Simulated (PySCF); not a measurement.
**RhOF: relaxation and vibrations of the triplet**

The task is one start of a wider search on RhOF: the triplet, from a bent start. It is relaxed, tested by its Hessian and followed downhill if it is a saddle.

Method: PBE0, basis Rh def2-TZVP with ECP28, O def2-TZVP, F def2-TZVP, scalar-relativistic core potentials, no spin–orbit coupling, density fitting; program: PySCF 2.14.0.

### 1 Where the work starts

3 atoms, charge 0, spin multiplicity 3.

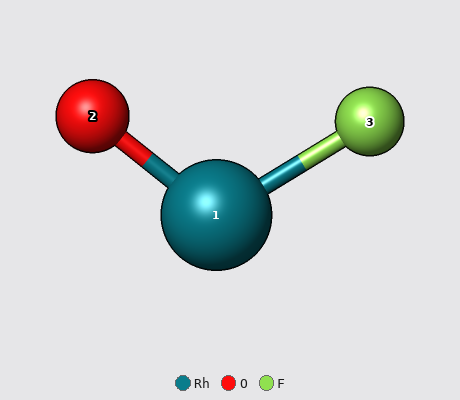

Start geometry, drawn with rhodium blue, oxygen red, fluorine green; atoms are numbered from 1 in the order of the file.

Z-matrix (Å, degrees; charge 0 multiplicity 3):
```
Rh
O  1 1.6700
F  1 1.8900 2 110.00
```

### 2 Bent start, triplet: relaxation

One driver script runs all steps and calls PySCF; scf.py shows how it sets up the SCF of each step. The optimiser is the driver's own. Before each start the driver seeks the lowest SCF state from one or more starting densities and follows internal instabilities, so scf.py alone need not reach the same state.

The program finds Cs symmetry in the start, which this walk keeps. The walk stops when the largest gradient is under 0.0003 Eh/bohr and the energy has settled too.

scf.py reads:

```python
from pyscf import gto, scf, dft
mol = gto.M(atom='''
Rh    -0.054622     0.000000    -0.260464
O     -1.422622     0.000000     0.697436
F      1.493578     0.000000     0.823636''',
    basis={'Rh': 'def2-TZVP', 'O': 'def2-TZVP', 'F': 'def2-TZVP'},
    ecp={'Rh': 'def2-TZVP'},
    charge=0, spin=2)
mf = dft.UKS(mol, xc='PBE0')
mf.grids.atom_grid = (50, 194)
aux = {'Rh': 'def2-universal-JKFIT', 'O': 'def2-universal-JKFIT', 'F': 'def2-universal-JKFIT'}
mf = mf.density_fit(auxbasis=aux)
mf.kernel()
```

The optimiser's trace:

| step | energy (Eh) | change (kJ/mol) | largest symmetric gradient (Eh/bohr) |
| --- | --- | --- | --- |
| 0 | -285.445952 | 0.00 | 0.02592 |
| 1 | -285.450556 | -12.09 | 0.01773 |
| 2 | -285.455710 | -25.62 | 0.03210 |
| 3 | -285.457348 | -29.92 | 0.00408 |
| 4 | -285.457589 | -30.55 | 0.00124 |
| 5 | -285.457592 | -30.56 | 0.00007 |

The walk ran for 8.2 s (4 threads, shared host).

Positions (Å) and forces (eV/Å) along the way:

```
step 0
Rh  -0.055   0.000  -0.260  -0.175   0.000   1.333
O   -1.423   0.000   0.697   0.132   0.000  -0.771
F    1.494   0.000   0.824   0.043   0.000  -0.562
step 1
Rh  -0.053   0.000  -0.187   0.035   0.000   0.912
O   -1.480   0.000   0.657  -0.104   0.000  -0.473
F    1.550   0.000   0.791   0.068   0.000  -0.439
step 3
Rh  -0.051   0.000   0.013   0.083   0.000   0.210
O   -1.614   0.000   0.546  -0.011   0.000  -0.090
F    1.681   0.000   0.701  -0.072   0.000  -0.120
step 5
Rh  -0.050   0.000   0.060   0.002   0.000   0.001
O   -1.636   0.000   0.521  -0.004   0.000  -0.003
F    1.703   0.000   0.679   0.002   0.000   0.003
```

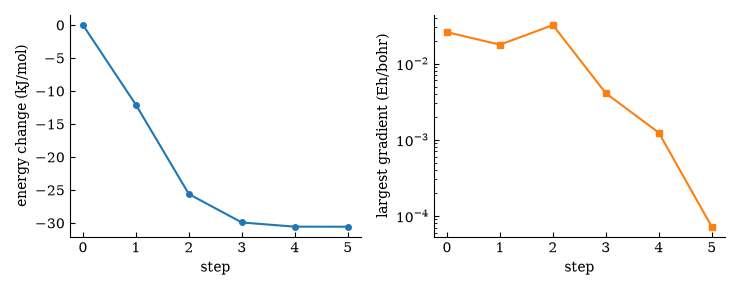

Energy and largest gradient along the walk.

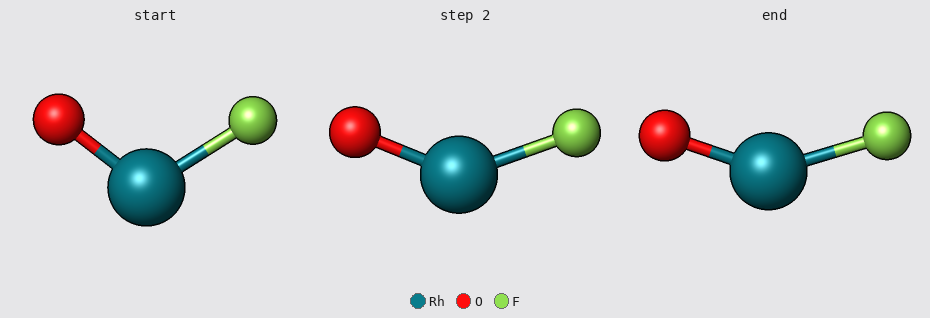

The geometry along the walk, at one scale.

After 5 steps and 30.6 kJ/mol it ends at Cs: Rh–F 1.859 Å, Rh–O 1.652 Å; F–Rh–O 144.4°.

### 3 Hessian and properties

On the finer grid the gradient is checked again; gradients at displacements of ±0.01 bohr then give force constants and infrared intensities.

Changes to scf.py since step 2:

```diff
@@ -3,3 +3,3 @@
-Rh    -0.054622     0.000000    -0.260464
-O     -1.422622     0.000000     0.697436
-F      1.493578     0.000000     0.823636''',
+Rh    -0.057567     0.000000    -0.136230
+O     -1.644800     0.000000     0.320363
+F      1.696586     0.000000     0.479155''',
@@ -10 +10 @@
-mf.grids.atom_grid = (50, 194)
+mf.grids.atom_grid = (75, 302)
```

This SCF starts from the last density.

Log of the central SCF (cycles and frontier levels):

```text
init E= -285.45747137376
[... the frontier-level lines of each cycle are left out ...]
cycle= 1 E= -285.457471373802  delta_E= -4.24e-11  |g|= 2.22e-05  |ddm|= 3.06e-05
cycle= 2 E= -285.457471371327  delta_E= 2.48e-09  |g|= 8.87e-05  |ddm|= 5.31e-05
cycle= 3 E= -285.457471374132  delta_E= -2.81e-09  |g|= 4e-06  |ddm|= 3.8e-05
cycle= 4 E= -285.457471374256  delta_E= -1.24e-10  |g|= 3.84e-06  |ddm|= 2.5e-05
cycle= 5 E= -285.457471374549  delta_E= -2.93e-10  |g|= 2.5e-06  |ddm|= 0.000112
cycle= 6 E= -285.457471374559  delta_E= -9.55e-12  |g|= 7.73e-07  |ddm|= 1.3e-05
Extra cycle  E= -285.457471374562  delta_E= -3.07e-12  |g|= 7.22e-07  |ddm|= 2.61e-06
converged SCF energy = -285.457471374562  <S^2> = 2.0135322  2S+1 = 3.009008
```

The whole step took 28 s.

Geometry: Cs; Rh–F 1.859 Å, Rh–O 1.652 Å; F–Rh–O 144.6°.

Harmonic modes (main isotopes):

```
symmetry  ω (cm⁻¹)  IR (km/mol)  μ (u)     type
      a'       142         18.1  20.84     bend
      a'       611          129  21.17  stretch
      a'      1002          105  18.13  stretch
```

Every mode is real; the point is a minimum.

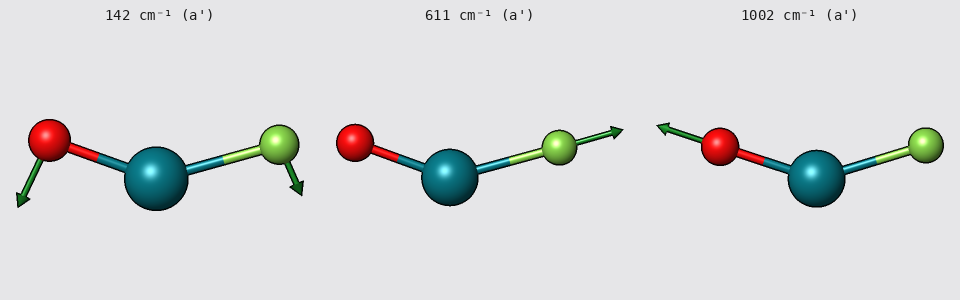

How the atoms move in 3 of the modes.

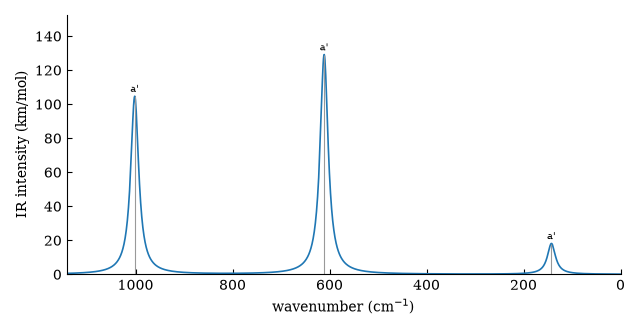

The harmonic infrared spectrum (widths in cm⁻¹). Lines are broadened to a width of 20 cm⁻¹ (Lorentzian).

Properties at this point:

```
Dipole moment                                                   : 1.82 D
Highest occupied level                                          : -7.85 eV
Lowest empty level                                              : -4.41 eV
Rotational constants                                            : 2.328, 0.1703, 0.1587 cm⁻¹
Zero-point energy                                               : 10.5 kJ/mol
Principal polarisabilities                                      : 24.3, 26.6, 46.8 bohr³
Atomisation energy without zero-point energy                    : 745 kJ/mol
Principal traceless quadrupole moments about the centre of mass : -8.25, 4.07, 4.18 D Å
Entropy at 298.15 K and 1 bar (electronic part: spin only)      : 288.5 J/(mol K)
Heat capacity Cp at 298.15 K                                    : 47.0 J/(mol K)
Enthalpy at 298.15 K above 0 K                                  : 12.14 kJ/mol
Rotational symmetry number                                      : 1
Spin squared ⟨S²⟩                                               : 2.014
```

Populations by atom (charges in e):

```
atom  Mulliken  Löwdin  polar tensor  spin (Mulliken)  Mayer order to Rh1
 Rh1      0.97    0.51          1.30             1.36                   –
  O2     -0.46   -0.19         -0.56             0.61                1.92
  F3     -0.51   -0.32         -0.74             0.04                0.70
```

Mulliken populations on Rh1 (outside its core potential): s 2.38, p 6.14, d 7.49, f 0.02.

### 4 Summary of results

| quantity | value |
| --- | --- |
| minimum | triplet, Cs |
| geometry | Rh–F 1.859 Å, Rh–O 1.652 Å; F–Rh–O 144.6° |
| wavenumbers (cm⁻¹) | 142 (a'), 611 (a'), 1002 (a') |
| dipole moment | 1.82 D |
| highest occupied, lowest empty level (either spin) | -7.85, -4.41 eV |
| polar-tensor charge of Rh1 | +1.30 e |
| zero-point energy | 10.5 kJ/mol |
| entropy at 298.15 K | 288.5 J/(mol K) |
| atomisation energy (no zero-point energy) | 745 kJ/mol |
| ⟨S²⟩ | 2.014 |

The molecule stays Cs, as typed, and the end point is a minimum. The strongest infrared band lies at 611 cm⁻¹ (a', stretch). Most of the spin sits on Rh1 (Mulliken spin 1.36, against 2 for the whole molecule). Other starts or spin states, not run here, may lie lower. Open d and f shells are described by one determinant, and the ground state may have another occupation or spin.

The search up to here took 44 s.
